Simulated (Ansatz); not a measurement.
CH₂BGaN (SMILES B[C][N][Ga]) (doublet)

The calculation's input:

```
crystal:
  periodic: [false, false, false]
  atoms:
    - {symbol: C, position_ang: [-0.070315, -1.561666, -1.439983]}
    - {symbol: B, position_ang: [-1.521352, -1.657686, -1.770779]}
    - {symbol: Ga, position_ang: [3.038642, -1.355761, -0.730231]}
    - {symbol: "N", position_ang: [1.100761, -1.484164, -1.172939]}
    - {symbol: H, position_ang: [-2.090426, -2.712918, -1.593960]}
    - {symbol: H, position_ang: [-2.085625, -0.677465, -2.205960]}
basis:
  gaussian:
    orbitals: def2-TZVPD
magnetization:
  spin_polarized: true
  initial_magnetization: 1
hamiltonian:
  xc: {name: PBE0}
output: {forces: true, orbitals: {seedname: orbitals}}
```

Run with:

```sh
ansatz run input.yaml --threads 2 --pin off --max-ram 4350MiB --events-out events.jsonl --progress --plain --runs-dir runs
```

Geometry: BLYP-D3(BJ)/def2-SVP.

Method: isolated molecule in a Gaussian basis; Kohn-Sham density functional theory, functional PBE0 (Ansatz).

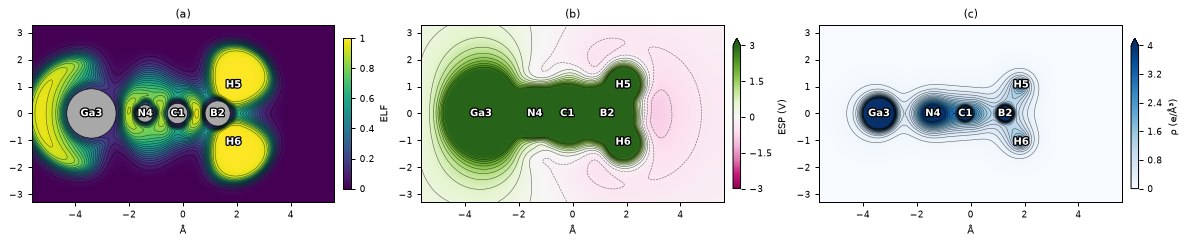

Figure 1. (a) electron localisation function; (b) molecular electrostatic potential; (c) total electron density on the molecular plane. Grey discs cover the atomic cores in the ELF map.

Question: Read the bonding off the picture.

Answer: The section cuts through C, B, Ga, N and H sites.
C–N (1.20 Å): ρ is about 3.3 e/Å³ halfway; the ELF peaks at about 0.85 between the atoms: a multiple bond.
C–B (1.49 Å): ρ at the midpoint is about 1.5 e/Å³; the ELF peaks at about 0.95 between the atoms: localised, covalent bonding.
Ga–N (1.99 Å): the density is about 0.6 e/Å³ at the midpoint; the ELF peaks at about 0.90 in the valence shell of N, 0.6 Å from its nucleus, and is about 0.30 at the midpoint.
B–H (1.21 Å): the density is about 1.2 e/Å³ at the midpoint; the ELF climbs to about 1 towards the hydrogen, as it does in any bond to H (a covalent bond by its length).
Outside the dense part of the molecule the potential is most negative (−0.9 V) near H5 and H6.

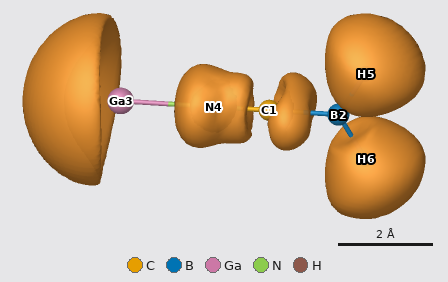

Figure 2. Isosurface of the ELF at 0.75 (orange), seen at a tilt. Core shells and regions of very low density are left out.

Question: Where are the electrons localised?

Answer: At this value the surface marks out one region between bonded B–C atoms (shared pairs), two regions around hydrogen nuclei, one region on N in which the atom's valence shell and bonds are merged and one lobe on Ga, pointing away from the bonds (non-bonding electrons).

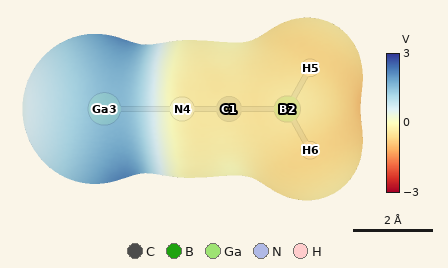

Figure 3. The molecular electrostatic potential painted on the density surface at 0.002 e/bohr³, seen at a tilt; red is negative and blue positive.

Question: Which sites attract a positive test charge, and which a negative one?

Answer: A positive charge is drawn to the negative regions and a negative charge to the positive ones. The most negative region (about −0.9 V) lies over H6, the most positive (about +2.2 V) over Ga3.

Question: How polar is the molecule by this calculation?

Answer: Its dipole moment is 3.90 D.
